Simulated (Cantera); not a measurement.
Input: 1 mol SiCl4, 120 mol H2, held at 13.0 mbar.

Cantera equilibrium calculation (NASA polynomials, part measured and part estimated; ideal gas, pure solids and liquids). Candidate condensed phases: Si; 19 gas species. The tables' values for SiCl, SiCl3 are old estimates; treat these amounts as uncertain. Gases not in the tables: Si2H6 and higher silanes. Kinetics and transport are ignored.

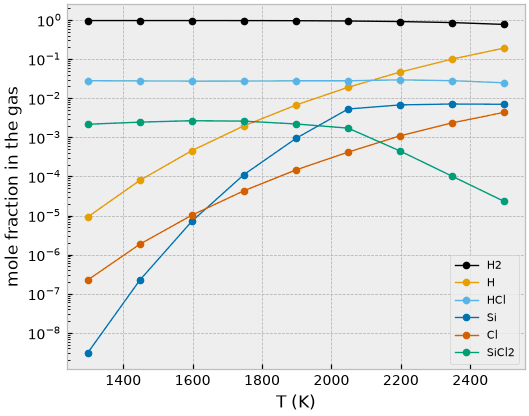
Fig. 1. Equilibrium gas composition (values under 1e-9 drawn at 1e-9)

Q: Read off the mole fractions at 1598 K.

A: H2 about 0.97, HCl about 0.027, SiCl2 about 0.0027, H about 0.00046, Cl about 1.0e-5, Si about 7.2e-6.
